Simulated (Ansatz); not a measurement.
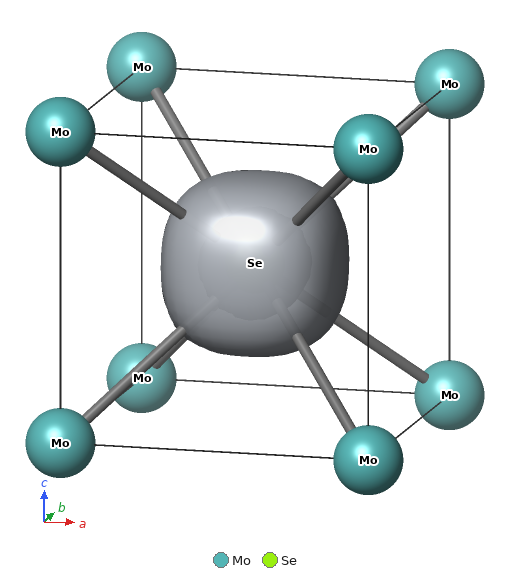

MoSe. Isosurface of the electron localisation function at 0.7 (grey), seen slightly off an axis. Core shells and regions of very low density are left out. Sticks mark near contacts.

Space group Pm-3m; a structure from a database of computed crystals, not necessarily the ambient phase; a generated structure, not necessarily the stable one; computed pressure about −26 GPa in this cell.

The calculation used Kohn-Sham DFT of a periodic cell, PBE, Ansatz PAW (Ansatz 0.2.0).

In a PAW calculation such maps are meaningful between the atoms, not at the nuclei.

Question: Where are the electrons localised?

Answer: At this value the surface marks out one region wrapped around Se (its valence shell), counted in one cell of 2 atoms. Regions shared between cells count once. Along the contacts the grid gives the following. Mo–Se (3.03 Å): the ELF is about 0.30 at the midpoint and 0.15 at its lowest between the atoms.
